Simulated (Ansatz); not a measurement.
# H$_{6}$NSbSi (SMILES [NH2][SbH][SiH3]): what the fields show

The calculation's input:

```
crystal:
  periodic: [false, false, false]
  atoms:
    - { symbol: "N", position_ang: [0.0521, 0.499, -1.8831] }
    - { symbol: Sb, position_ang: [1.0993, 1.0948, -0.202] }
    - { symbol: Si, position_ang: [0.0268, -0.7317, 1.1689] }
    - { symbol: H, position_ang: [0.3942, -0.4045, -2.1644] }
    - { symbol: H, position_ang: [-0.9935, 0.4558, -1.6191] }
    - { symbol: H, position_ang: [-0.1292, 2.269, 0.2939] }
    - { symbol: H, position_ang: [0.6441, -2.029, 0.7788] }
    - { symbol: H, position_ang: [-1.3567, -0.7192, 0.9624] }
    - { symbol: H, position_ang: [0.3512, -0.4806, 2.6475] }
basis:
  gaussian: { orbitals: def2-SVP }
hamiltonian:
  xc: pbe0
  dispersion: d4
relax:
  f_tol: 0.015
  max_steps: 40
output:
  orbitals: {}
```

Command:

```sh
ansatz run input.yaml --threads 1 --pin off --max-ram 2048MiB --backend cpu --events-out ev --progress --plain --runs-dir out
```

The fields are those of the relaxed geometry.

Core potentials replace the inner electrons of Sb.

All numbers below come from RKS PBE0-D4/def2-SVP (Ansatz 0.2.0).

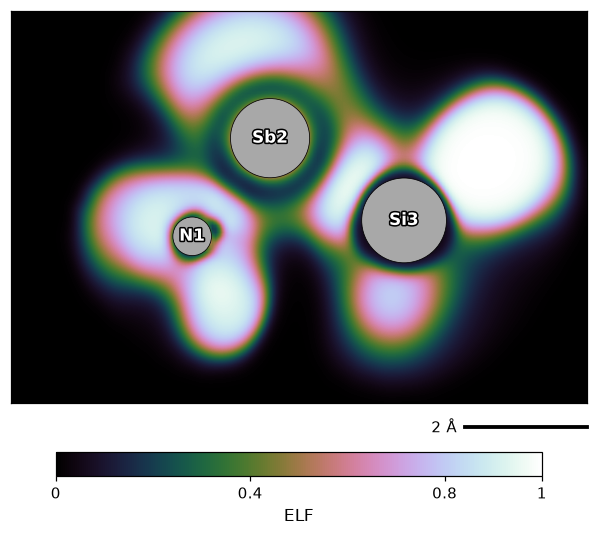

Figure 1. ELF on the plane of atoms N1, Sb2 and Si3. Grey discs cover the atomic cores.

Describe what can be read from this map.

- Atoms in the plane: N, Sb and Si.
- Sb–N (2.07 Å): the ELF peaks at about 0.85 in the valence shell of N, 0.6 Å from its nucleus, and drops to about 0.15 between the two atoms.
- Si–Sb (2.60 Å): the ELF peaks at about 0.95 between the atoms: a shared electron pair.
- The ELF also peaks beside N1, away from the bonds: lone-pair regions.

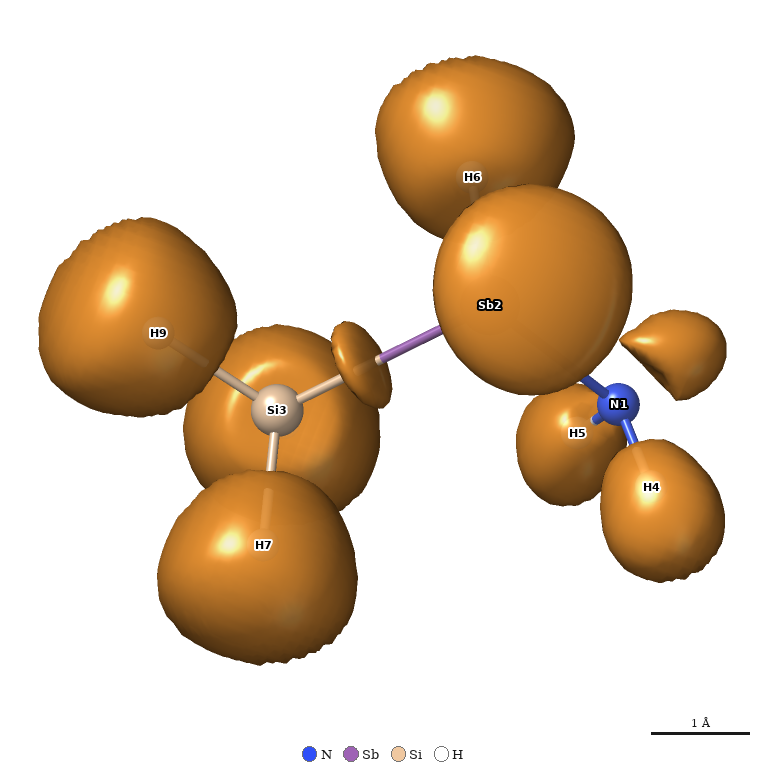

Figure 2. Isosurface of the electron localisation function at 0.9 (orange), seen across its widest extent. Core shells and regions of very low density are left out.

Describe the localisation domains.

At this value the surface marks out one region between bonded Sb–Si atoms (shared pairs), six regions around hydrogen nuclei, one lobe on N, pointing away from the bonds (lone pairs) and one lobe on Sb, pointing away from the bonds (lone pairs).

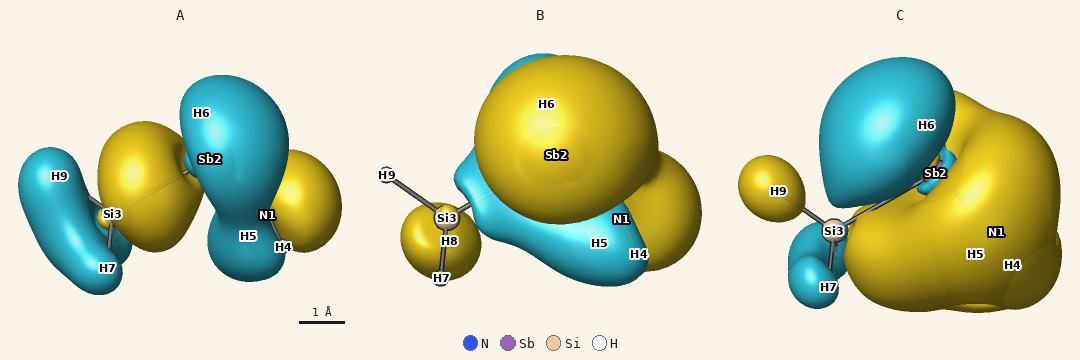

Figure 3. Three frontier orbitals at ±0.06 Å⁻³ᐟ² (yellow and cyan are the two phases), in no order.

Order the three orbitals by energy and name them.

B is the HOMO−1 (−7.23 eV). It lies mainly on Sb2 (about 50 %), N1 (about 30 %) and H6 (about 10 %). A is the HOMO (−6.78 eV). It lies mainly on N1 (about 35 %), Sb2 (about 30 %) and Si3 (about 20 %). C is the LUMO (−0.69 eV). Its weight (Hirshfeld) is mainly on Sb2 (about 55 %), N1 (about 15 %) and Si3 (about 10 %).

What is the HOMO–LUMO gap?

6.09 eV between the orbital energies.
